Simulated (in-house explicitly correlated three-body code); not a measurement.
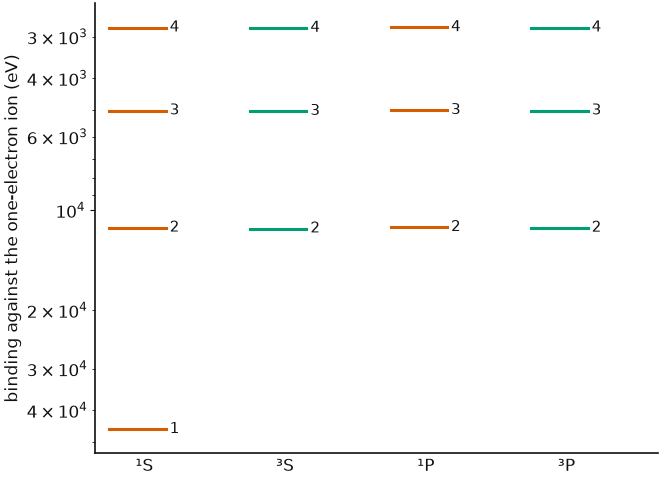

Two electrons around a point charge Z = 58.531. Computed variationally in 260 exponentially correlated functions with an in-house code, non-relativistic, converged to about 10⁻⁸ of the energy. The plot shows the bound S and P states that converged, by term and principal number n, on a logarithmic scale of binding.

> How do singlets and triplets lie?

The ground state is bound by 45.62 keV. The n = 2 states drawn run, from the deepest, 2 ³S (11.35 keV), 2 ³P (11.30 keV), 2 ¹S (11.29 keV), 2 ¹P (11.24 keV). Exchange puts 2 ³S below 2 ¹S by 68.1 eV and 2 ³P below 2 ¹P by 52.1 eV. Quantum defects n − (Z − 1)/√(2 E(binding)): 2 ³S 0.009, 2 ³P 0.003, 2 ¹S 0.003, 2 ¹P −0.001.
